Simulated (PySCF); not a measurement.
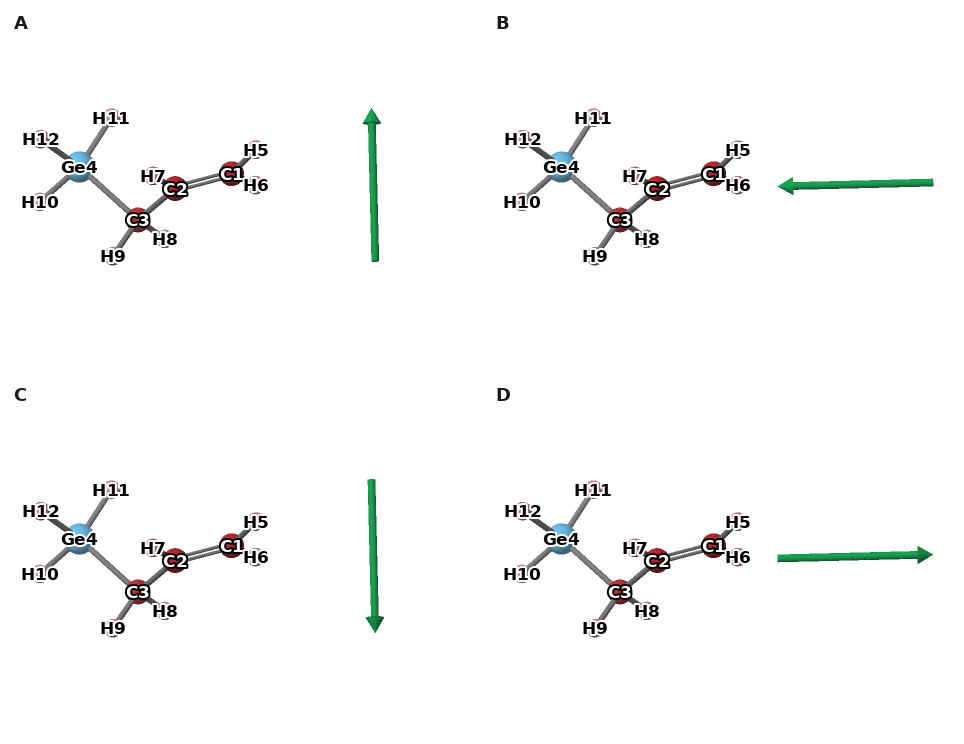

The same molecule four times, each with an arrow. Computed geometry: PBE0-D3(BJ)/def2-SVP optimisation. No frequency run is at hand to confirm it as a minimum. Level of theory: PBE/pcSseg-2, gas phase (PySCF 2.14.0).

### Which arrow points along the dipole moment, from the negative to the positive end?

C. The dipole moment is 0.51 D; it points from the side of H11 to the side of H9 (the outermost atoms at the two ends).
